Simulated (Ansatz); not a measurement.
# Molecular dynamics, with input and output: BNH₆S (part 2 of 2)

Continued. System: BNH₆S. Method: RKS BLYP-D4/pcseg-2 (Ansatz 0.2.0). 

Geometry of the input (Å):
```
B  -0.6951  0.0613  -0.3853
S  1.2687  0.1378  -1.2963
H  -1.2434  -0.7597  -1.0658
H  -1.0954  1.1907  -0.4164
H  1.0668  -0.3599  0.1060
N  -0.1808  -0.4528  0.9570
H  1.5977  1.3711  -0.8786
H  -0.4894  -1.3716  1.2397
H  -0.2290  0.1832  1.7397
```

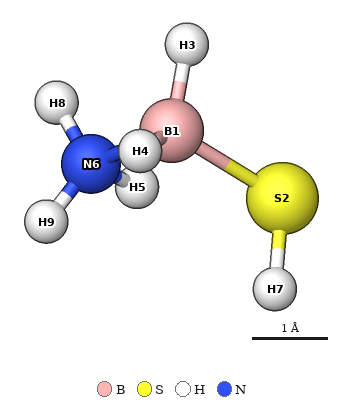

**Figure 1.** The geometry at step 31 of the log (ball-and-stick view, seen at a tilt; atoms are numbered from 1 in the order of the input).

Trajectory as extended XYZ (Å, eV, eV/Å), 22 of the 61 frames kept, from step=0 to step=60
```
9
Properties=species:S:1:pos:R:3:forces:R:3 step=0 time_fs=0.0 energy=-13100.10497 temperature=500.0
B    -0.6951    0.0613   -0.3853   -0.4776   0.1305  -0.2302
S     1.2687    0.1378   -1.2963    0.2715  -0.1502  -0.4814
H    -1.2434   -0.7597   -1.0658   -0.0038   0.0157   0.0193
H    -1.0954    1.1907   -0.4164   -0.0059  -0.0292   0.0100
H     1.0668   -0.3599    0.1060    0.2137  -0.0823   0.1622
N    -0.1808   -0.4528    0.9570   -0.0049  -0.0166   0.0313
H     1.5977    1.3711   -0.8786    0.0791   0.2472   0.0891
H    -0.4894   -1.3716    1.2397   -0.0783  -0.3022   0.1226
H    -0.2290    0.1832    1.7397    0.0061   0.1870   0.2772
9
Properties=species:S:1:pos:R:3:forces:R:3 step=3 time_fs=1.5 energy=-13100.01485 temperature=402.6
B    -0.6818    0.0614   -0.3967   -0.3760   0.6915  -0.2591
S     1.2609    0.1393   -1.2925   -0.0493  -1.2726  -0.5536
H    -1.2125   -0.7582   -1.0761   -0.1516  -0.1512  -0.0475
H    -1.1077    1.1986   -0.4326    0.0923  -0.3414   0.0454
H     1.0859   -0.3754    0.1591   -0.0734  -0.0806   0.0148
N    -0.1789   -0.4549    0.9524    0.7904   1.8890   0.5345
H     1.6114    1.3274   -0.8905    0.3640   1.3206   0.4360
H    -0.4936   -1.3269    1.2566   -0.6174  -1.9433   0.4330
H    -0.1980    0.1699    1.7746    0.0211  -0.1120  -0.6035
9
Properties=species:S:1:pos:R:3:forces:R:3 step=6 time_fs=3.0 energy=-13099.97466 temperature=358.4
B    -0.6693    0.0629   -0.4085   -0.2625   0.9814  -0.3084
S     1.2531    0.1399   -1.2891   -0.1604  -1.5836  -0.4718
H    -1.1848   -0.7598   -1.0873   -0.2496  -0.2480  -0.0697
H    -1.1180    1.1995   -0.4478    0.1315  -0.4774   0.0731
H     1.1032   -0.3926    0.2125   -0.4073  -0.1052  -0.0444
N    -0.1759   -0.4544    0.9485    1.0031   1.5061   1.1801
H     1.6326    1.3108   -0.8936    0.4582   1.6104   0.5234
H    -0.5099   -1.3204    1.2817   -0.4846  -1.5545   0.1486
H    -0.1666    0.1548    1.7973   -0.0284  -0.1292  -1.0310
9
Properties=species:S:1:pos:R:3:forces:R:3 step=9 time_fs=4.5 energy=-13100.02065 temperature=408.0
B    -0.6573    0.0663   -0.4210   -0.1475   0.9056  -0.4108
S     1.2453    0.1396   -1.2860    0.0801  -0.8105  -0.1618
H    -1.1623   -0.7666   -1.0998   -0.2619  -0.2220  -0.0071
H    -1.1257    1.1904   -0.4615    0.0906  -0.4014   0.0926
H     1.1118   -0.4121    0.2652   -0.7639  -0.1514   0.0034
N    -0.1714   -0.4518    0.9465    0.7277  -0.4455   1.6090
H     1.6631    1.3271   -0.8859    0.2054   0.8441   0.2641
H    -0.5358   -1.3453    1.3092    0.1643   0.1111  -0.5633
H    -0.1359    0.1374    1.7988   -0.0949   0.1701  -0.8261
9
Properties=species:S:1:pos:R:3:forces:R:3 step=11 time_fs=5.5 energy=-13100.02288 temperature=411.0
B    -0.6495    0.0695   -0.4298   -0.0574   0.6747  -0.4964
S     1.2400    0.1390   -1.2840    0.3356  -0.0579   0.0490
H    -1.1504   -0.7738   -1.1084   -0.2280  -0.1451   0.0751
H    -1.1296    1.1794   -0.4696    0.0201  -0.2470   0.1023
H     1.1088   -0.4269    0.3003   -1.0089  -0.1943   0.1004
N    -0.1677   -0.4502    0.9465    0.6087  -1.5737   1.4339
H     1.6863    1.3493   -0.8772   -0.0633   0.1108   0.0227
H    -0.5521   -1.3630    1.3219    0.5166   0.9421  -0.8896
H    -0.1164    0.1274    1.7896   -0.1235   0.4904  -0.3973
9
Properties=species:S:1:pos:R:3:forces:R:3 step=14 time_fs=7.0 energy=-13100.03017 temperature=420.6
B    -0.6378    0.0755   -0.4438    0.1079   0.1948  -0.6270
S     1.2324    0.1381   -1.2809    0.6593   0.8730   0.1852
H    -1.1365   -0.7869   -1.1196   -0.1486   0.0055   0.2169
H    -1.1355    1.1591   -0.4798   -0.1273   0.0716   0.1167
H     1.0855   -0.4527    0.3553   -1.3878  -0.2821   0.3573
N    -0.1614   -0.4500    0.9482    0.7253  -2.3807   0.6715
H     1.7191    1.3826   -0.8644   -0.4202  -0.7687  -0.2570
H    -0.5667   -1.3719    1.3248    0.7322   1.3581  -0.9787
H    -0.0895    0.1222    1.7702   -0.1409   0.9286   0.3151
9
Properties=species:S:1:pos:R:3:forces:R:3 step=17 time_fs=8.5 energy=-13100.18187 temperature=588.6
B    -0.6260    0.0818   -0.4591    0.2727  -0.2091  -0.7569
S     1.2252    0.1379   -1.2778    0.8173   1.3686   0.0387
H    -1.1258   -0.7999   -1.1261   -0.0790   0.1278   0.3279
H    -1.1441    1.1404   -0.4875   -0.2618   0.3505   0.1408
H     1.0323   -0.4846    0.4182   -1.7434  -0.4061   0.7478
N    -0.1539   -0.4533    0.9510    1.2912  -1.7299   0.0228
H     1.7432    1.4002   -0.8568   -0.6254  -1.1840  -0.3749
H    -0.5662   -1.3530    1.3074    0.5270   0.7836  -0.6117
H    -0.0656    0.1362    1.7567   -0.1986   0.8986   0.4654
9
Properties=species:S:1:pos:R:3:forces:R:3 step=20 time_fs=10.0 energy=-13100.49361 temperature=931.3
B    -0.6136    0.0878   -0.4760    0.3613  -0.3127  -0.8810
S     1.2186    0.1385   -1.2746    0.8012   1.4356  -0.3465
H    -1.1168   -0.8103   -1.1257   -0.0501   0.1728   0.3706
H    -1.1582    1.1288   -0.4921   -0.2914   0.4204   0.1812
H     0.9421   -0.5253    0.4973   -1.6744  -0.5595   1.0744
N    -0.1444   -0.4591    0.9538    2.0041   0.3542  -0.1533
H     1.7541    1.3930   -0.8571   -0.6606  -1.1475  -0.3416
H    -0.5552   -1.3188    1.2774   -0.1430  -0.6618   0.1254
H    -0.0462    0.1686    1.7521   -0.3469   0.2986  -0.0292
9
Properties=species:S:1:pos:R:3:forces:R:3 step=23 time_fs=11.5 energy=-13100.72626 temperature=1181.0
B    -0.6004    0.0932   -0.4945    0.3482  -0.1215  -0.8914
S     1.2124    0.1401   -1.2717    0.6089   1.0275  -0.7857
H    -1.1091   -0.8171   -1.1175   -0.0679   0.1353   0.3235
H    -1.1783    1.1259   -0.4928   -0.1675   0.2437   0.2194
H     0.8195   -0.5783    0.5978    0.8639  -0.8360   0.3642
N    -0.1320   -0.4643    0.9566    0.2861   2.3683   0.6876
H     1.7510    1.3618   -0.8645   -0.5045  -0.6662  -0.1665
H    -0.5474   -1.2984    1.2499   -0.8730  -1.7638   0.7586
H    -0.0342    0.2073    1.7470   -0.4942  -0.3874  -0.5097
9
Properties=species:S:1:pos:R:3:forces:R:3 step=26 time_fs=13.0 energy=-13100.42837 temperature=863.6
B    -0.5866    0.0983   -0.5148    0.3075   0.0989  -0.5646
S     1.2067    0.1423   -1.2693    0.2752   0.1098  -1.1445
H    -1.1028   -0.8211   -1.1025   -0.1160   0.0478   0.1816
H    -1.2019    1.1281   -0.4889    0.0639  -0.0466   0.2166
H     0.7239   -0.6507    0.7032    7.1681  -1.8767  -1.6520
N    -0.1199   -0.4661    0.9606   -6.1366   3.0388   2.6035
H     1.7375    1.3170   -0.8753   -0.1355   0.2485   0.1458
H    -0.5572   -1.3125    1.2377   -0.9040  -0.9090   0.7587
H    -0.0327    0.2382    1.7316   -0.5226  -0.7115  -0.5450
9
Properties=species:S:1:pos:R:3:forces:R:3 step=29 time_fs=14.5 energy=-13100.72077 temperature=1172.0
B    -0.5722    0.1037   -0.5362    0.2389   0.1579   0.0282
S     1.2012    0.1446   -1.2677   -0.0264  -0.9209  -1.5669
H    -1.0990   -0.8240   -1.0836   -0.1589  -0.0410  -0.0070
H    -1.2240    1.1293   -0.4804    0.3047  -0.2826   0.1632
H     0.7635   -0.7601    0.7794    3.9706  -0.9932  -0.7196
N    -0.1160   -0.4635    0.9681   -3.7740   0.5117   1.1644
H     1.7212    1.2777   -0.8828    0.3191   1.2808   0.4982
H    -0.5857   -1.3448    1.2413   -0.4582   0.7796   0.4628
H    -0.0422    0.2547    1.7053   -0.4158  -0.4921  -0.0233
9
Properties=species:S:1:pos:R:3:forces:R:3 step=31 time_fs=15.5 energy=-13100.81130 temperature=1271.6
B    -0.5623    0.1074   -0.5505    0.1444   0.0898   0.4244
S     1.1975    0.1458   -1.2672   -0.0624  -1.2833  -1.7695
H    -1.0984   -0.8264   -1.0709   -0.1640  -0.0732  -0.1212
H    -1.2354    1.1271   -0.4727    0.4302  -0.3597   0.1138
H     0.8449   -0.8467    0.8193   -0.3808   0.7491   0.0186
N    -0.1171   -0.4610    0.9743   -0.0397  -2.2389  -0.0899
H     1.7135    1.2654   -0.8824    0.4903   1.6466   0.6295
H    -0.6108   -1.3594    1.2497   -0.1332   1.5798   0.2788
H    -0.0537    0.2595    1.6868   -0.2848  -0.1101   0.5155
9
Properties=species:S:1:pos:R:3:forces:R:3 step=34 time_fs=17.0 energy=-13100.43319 temperature=860.8
B    -0.5473    0.1130   -0.5711   -0.0626  -0.1704   0.9068
S     1.1920    0.1470   -1.2674    0.3053  -0.9310  -1.7599
H    -1.1002   -0.8311   -1.0542   -0.1172  -0.0527  -0.2389
H    -1.2446    1.1173   -0.4592    0.5280  -0.3357   0.0453
H     0.9556   -0.9605    0.8793   -3.0413   2.1486   0.1250
N    -0.1186   -0.4605    0.9834    1.9620  -4.2338  -0.7426
H     1.7104    1.2758   -0.8707    0.3432   1.2924   0.5159
H    -0.6501   -1.3523    1.2670    0.1679   1.9521   0.1028
H    -0.0756    0.2658    1.6696   -0.0854   0.3304   1.0457
9
Properties=species:S:1:pos:R:3:forces:R:3 step=37 time_fs=18.5 energy=-13100.22984 temperature=635.0
B    -0.5324    0.1184   -0.5899   -0.3073  -0.5532   1.2088
S     1.1867    0.1475   -1.2688    0.9795   0.1031  -1.5033
H    -1.1045   -0.8369   -1.0425   -0.0145   0.0382  -0.2871
H    -1.2427    1.1006   -0.4448    0.4969  -0.1637  -0.0015
H     1.0037   -1.0295    0.9416   -3.5868   2.5163  -0.0348
N    -0.1172   -0.4663    0.9915    2.4254  -3.6183  -0.3607
H     1.7142    1.3128   -0.8484   -0.0997   0.2690   0.1477
H    -0.6865   -1.3047    1.2867    0.0384   1.3324   0.1043
H    -0.0993    0.2779    1.6734    0.0682   0.0761   0.7266
9
Properties=species:S:1:pos:R:3:forces:R:3 step=40 time_fs=20.0 energy=-13100.35364 temperature=769.5
B    -0.5182    0.1225   -0.6063   -0.5374  -0.9573   1.3484
S     1.1821    0.1482   -1.2713    1.5884   1.0351  -1.2536
H    -1.1090   -0.8418   -1.0370    0.1021   0.1493  -0.2869
H    -1.2302    1.0805   -0.4303    0.3512   0.1049  -0.0226
H     0.9754   -1.0448    1.0031   -3.5210   2.4413  -0.1849
N    -0.1121   -0.4775    0.9991    2.8191  -1.6310   0.3838
H     1.7160    1.3559   -0.8228   -0.4721  -0.6381  -0.2057
H    -0.7229   -1.2297    1.3089   -0.5771   0.0298   0.2946
H    -0.1216    0.2911    1.6921    0.2469  -0.5340  -0.0732
9
Properties=species:S:1:pos:R:3:forces:R:3 step=43 time_fs=21.5 energy=-13100.69146 temperature=1135.1
B    -0.5050    0.1248   -0.6200   -0.7267  -1.2889   1.3960
S     1.1785    0.1495   -1.2745    1.9927   1.5363  -1.1136
H    -1.1114   -0.8436   -1.0376    0.1858   0.2289  -0.2670
H    -1.2103    1.0628   -0.4164    0.1551   0.3861  -0.0229
H     0.8733   -1.0088    1.0606   -2.0926   1.5229  -0.2982
N    -0.1027   -0.4912    1.0072    1.6712   0.3856   1.0295
H     1.7080    1.3858   -0.8015   -0.6320  -1.1125  -0.4167
H    -0.7714   -1.1534    1.3373   -0.9963  -0.8675   0.3529
H    -0.1384    0.2933    1.7095    0.4426  -0.7909  -0.6601
9
Properties=species:S:1:pos:R:3:forces:R:3 step=46 time_fs=23.0 energy=-13100.59808 temperature=1019.9
B    -0.4933    0.1245   -0.6309   -0.8774  -1.4557   1.4287
S     1.1763    0.1518   -1.2786    2.1945   1.5976  -1.0876
H    -1.1100   -0.8405   -1.0440    0.2041   0.2420  -0.2458
H    -1.1870    1.0532   -0.4029    0.0092   0.5631  -0.0147
H     0.7338   -0.9444    1.1123    3.8791  -1.9786   0.1153
N    -0.0915   -0.5042    1.0169   -5.1195   3.2718   1.1248
H     1.6868    1.3925   -0.7889   -0.5898  -1.1533  -0.4679
H    -0.8391   -1.0940    1.3723   -0.2415  -0.6511  -0.1122
H    -0.1459    0.2796    1.7136    0.5413  -0.4358  -0.7407
9
Properties=species:S:1:pos:R:3:forces:R:3 step=49 time_fs=24.5 energy=-13100.16509 temperature=559.4
B    -0.4834    0.1213   -0.6388   -1.0095  -1.3736   1.4966
S     1.1756    0.1551   -1.2833    2.1858   1.2416  -1.2053
H    -1.1042   -0.8324   -1.0556    0.1410   0.1705  -0.2310
H    -1.1634    1.0554   -0.3898   -0.0134   0.5431  -0.0268
H     0.6782   -0.9230    1.1679    7.9862  -4.6355   0.9699
N    -0.0882   -0.5121    1.0281  -10.3407   4.5951   0.2158
H     1.6532    1.3750   -0.7861   -0.3668  -0.7673  -0.3468
H    -0.9113   -1.0485    1.4047    0.9287  -0.2641  -0.6265
H    -0.1419    0.2574    1.7026    0.4887   0.4901  -0.2459
9
Properties=species:S:1:pos:R:3:forces:R:3 step=51 time_fs=25.5 energy=-13100.59299 temperature=1008.7
B    -0.4780    0.1177   -0.6425   -1.0892  -1.1791   1.5629
S     1.1759    0.1579   -1.2870    2.0520   0.7653  -1.3724
H    -1.0986   -0.8248   -1.0662    0.0578   0.0809  -0.2253
H    -1.1478    1.0634   -0.3814    0.0359   0.4203  -0.0570
H     0.7305   -0.9602    1.2149    2.8098  -2.0496   0.1781
N    -0.0944   -0.5136    1.0359   -5.5347   1.2548   0.5394
H     1.6261    1.3536   -0.7886   -0.1265  -0.2631  -0.1585
H    -0.9499   -1.0219    1.4195    1.3425  -0.2209  -0.7335
H    -0.1334    0.2472    1.6916    0.4524   1.1914   0.2663
9
Properties=species:S:1:pos:R:3:forces:R:3 step=54 time_fs=27.0 energy=-13100.54774 temperature=964.2
B    -0.4716    0.1103   -0.6453   -1.1387  -0.7870   1.6524
S     1.1776    0.1623   -1.2932    1.7065  -0.2031  -1.7022
H    -1.0895   -0.8124   -1.0859   -0.0981  -0.0765  -0.2091
H    -1.1235    1.0823   -0.3700    0.1480   0.1374  -0.1113
H     0.8471   -1.0460    1.2858   -2.6515   0.9169  -0.9315
N    -0.1099   -0.5148    1.0483   -0.0637  -1.8313   1.0472
H     1.5842    1.3191   -0.7942    0.3018   0.7420   0.2500
H    -0.9837   -0.9864    1.4289    1.3123  -0.3826  -0.5634
H    -0.1123    0.2540    1.6808    0.4833   1.4841   0.5679
9
Properties=species:S:1:pos:R:3:forces:R:3 step=57 time_fs=28.5 energy=-13100.19250 temperature=573.0
B    -0.4675    0.1014   -0.6448   -1.0840  -0.4206   1.6680
S     1.1803    0.1666   -1.3005    1.3946  -0.9311  -1.9014
H    -1.0825   -0.8016   -1.1101   -0.2308  -0.1919  -0.1567
H    -1.0961    1.1041   -0.3609    0.2259  -0.1580  -0.1563
H     0.9131   -1.1153    1.3378   -3.9092   1.7385  -1.2307
N    -0.1259   -0.5183    1.0623    2.0058  -1.3212   1.3120
H     1.5487    1.3002   -0.7946    0.5988   1.4878   0.5750
H    -0.9903   -0.9595    1.4267    0.6108  -0.6927  -0.0897
H    -0.0811    0.2905    1.6806    0.3882   0.4892  -0.0202
9
Properties=species:S:1:pos:R:3:forces:R:3 step=60 time_fs=30.0 energy=-13100.18285 temperature=560.3
B    -0.4656    0.0916   -0.6410   -0.9594  -0.1908   1.5467
S     1.1841    0.1703   -1.3091    1.3301  -0.7300  -1.6501
H    -1.0804   -0.7947   -1.1375   -0.2789  -0.1996  -0.0397
H    -1.0642    1.1226   -0.3552    0.2125  -0.3722  -0.1796
H     0.8966   -1.1481    1.3636   -3.9328   1.8922  -1.2829
N    -0.1387   -0.5238    1.0783    3.3984   0.0727   1.3357
H     1.5255    1.3117   -0.7834    0.5618   1.2741   0.4801
H    -0.9842   -0.9475    1.4227   -0.3837  -0.9681   0.4745
H    -0.0421    0.3371    1.6799    0.0521  -0.7782  -0.6847
```

Summary

- outcome: finished
- mean temperature over the second half: 859 K
- trajectory: 60 steps, 30 fs
- ensemble: nvt_nose_hoover
- temperature in the input: 500 K
- time step: 0.5 fs
- potential energy (last step): −13100.1832 eV
- mean-field energy (last step): −13099.8622 eV
- dispersion energy (last step): −0.3210 eV
- SCF solution under orbital rotations (last step): stable
- largest force (length of the vector) (last step): 4.549 eV/Å
- dipole moment (last step): 4.93 D
- hardware: 2 threads of Arm Neoverse V1, 23 GiB of memory available, shared host
- wall time: 2.6 min (CPU time 5.1 min)
- peak memory: 0.4 GiB

So short a trajectory is not equilibrated. The temperature stays far from the 500 K of the thermostat over the second half: the run isn't equilibrated.
